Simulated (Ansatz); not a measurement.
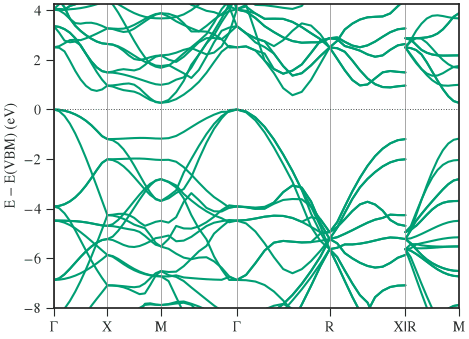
Figure: Band structure from PBE (plane waves, PAW; program Ansatz)

Problem. Read off the gap and where the band edges lie.

Solution. About 0.3 eV (0.27 eV by a search for the band edges); maximum at Γ, minimum at M.

Problem. Pick the material that matches.
A. BP, Pm-3n (B on 6d, P on 6c)
B. BAs, Pm-3n (B on 6c, As on 6d)
C. ZnO, Pm-3n (Zn on 6c, O on 6d)
D. YB3C3, Pm-3n (Y on 2a, B on 6d, C on 6c)

Solution. D, YB3C3, Pm-3n (Y on 2a, B on 6d, C on 6c)

The start of the workflow was typed in or built on a structure type; neither database checked (COD, Materials Project) lists it. Whether it is the stable phase at ambient conditions was not checked. Symmetry was held in the PBE relaxation; its stability against distortions is not shown here. The run is not spin-polarised. Scalar-relativistic: spin–orbit coupling is off unless named, which matters more the heavier the elements.

Potentials: the earlier of the program's two PAW sets.
